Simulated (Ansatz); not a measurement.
## Electronic structure of Cl$_{2}$HIn in real space

The calculation's input:

```
crystal:
  periodic: [false, false, false]
  atoms:
    - {symbol: In, position_ang: [1.536155, 0.427786, -0.752726]}
    - {symbol: Cl, position_ang: [-1.009144, -0.467051, -1.162731]}
    - {symbol: H, position_ang: [-0.673954, -0.187744, 0.329794]}
    - {symbol: Cl, position_ang: [0.147043, 0.227009, 1.585663]}
basis:
  gaussian: {orbitals: def2-TZVPP}
hamiltonian: {xc: pbe0, dispersion: d4}
output: {orbitals: {seedname: orbitals}}
```

Command:

```sh
ansatz run in.yaml --threads 2 --pin off --events-out ev --progress --plain --max-ram 4352MiB
```

A transition-state structure; geometry: PBE0-D4/def2-TZVP; core potentials replace the inner electrons of In.

Method: Ansatz 0.2.0, RKS PBE0-D4/def2-TZVPP.

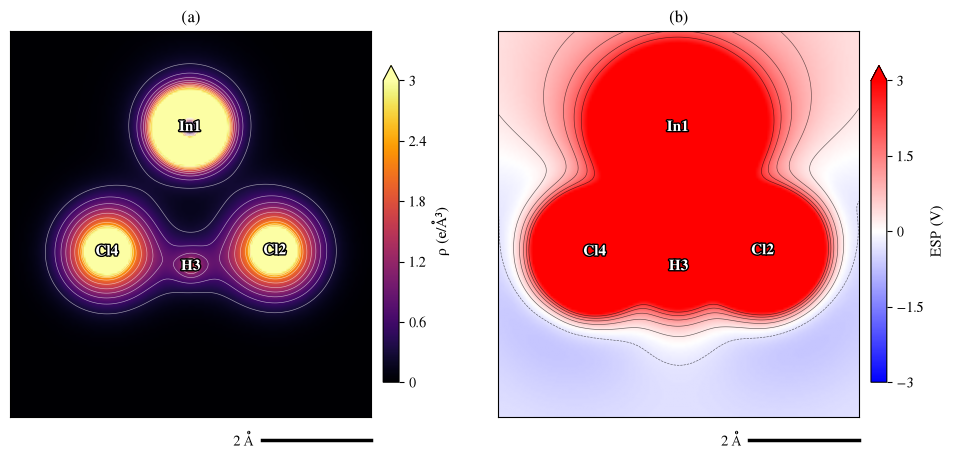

Figure 1. (a) electron density; (b) electrostatic potential on the molecular plane.

### Describe what can be read from this map.

- The plane passes through In, Cl and H nuclei.
- In–Cl (2.73 Å): the density is about 0.27 e/Å³ at the midpoint.
- Cl–H (1.55 Å): ρ is about 1.4 e/Å³ halfway.
- Outside the dense part of the molecule the potential is most negative (−0.7 V) near Cl2 and Cl4.

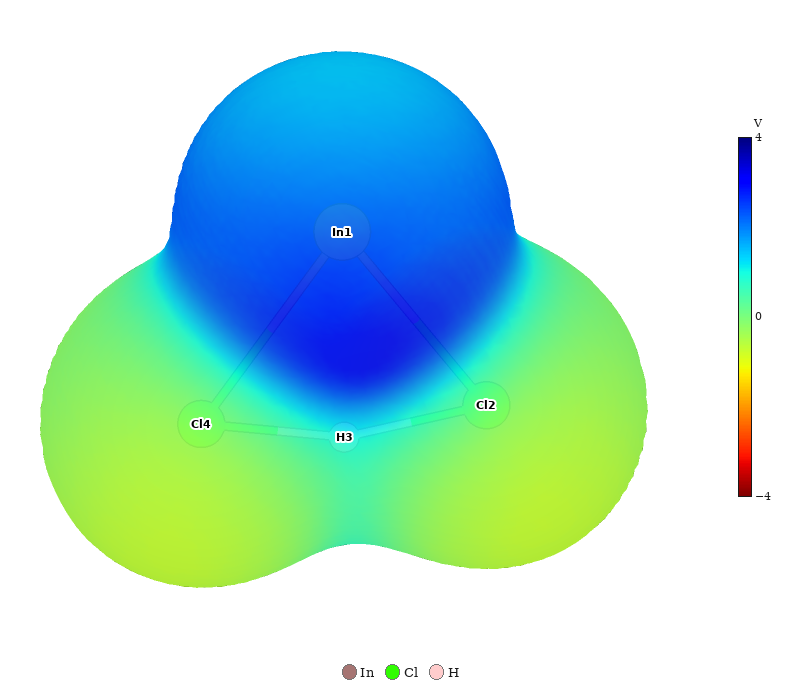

Figure 2. The electrostatic potential painted on the density surface at 0.004 e/bohr³, seen at a tilt; red is negative and blue positive.

### Which sites attract a positive test charge, and which a negative one?

A positive charge is drawn to the negative regions and a negative charge to the positive ones. The most negative region (about −0.7 V) lies over Cl2 and Cl4, the most positive (about +3.0 V) over In1.

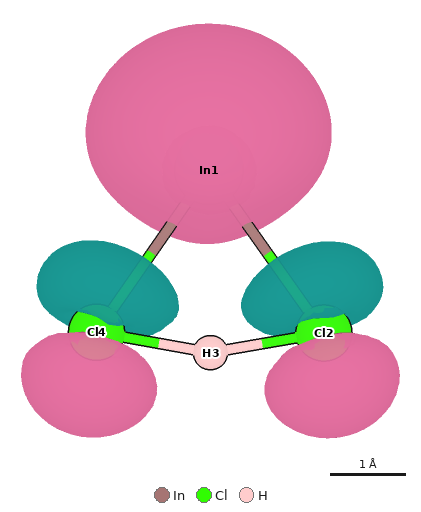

Figure 3. One frontier orbital at ±0.1 Å⁻³ᐟ² (teal and pink are the two phases), seen at a tilt.

### Which orbital is it: HOMO or LUMO?

The HOMO, at −7.72 eV. By Hirshfeld shares it lies mainly on In1 (about 60 %), Cl2 (about 20 %) and Cl4 (about 20 %); it is symmetric in the molecular plane (an in-plane orbital: σ, lone-pair or in-plane π type).
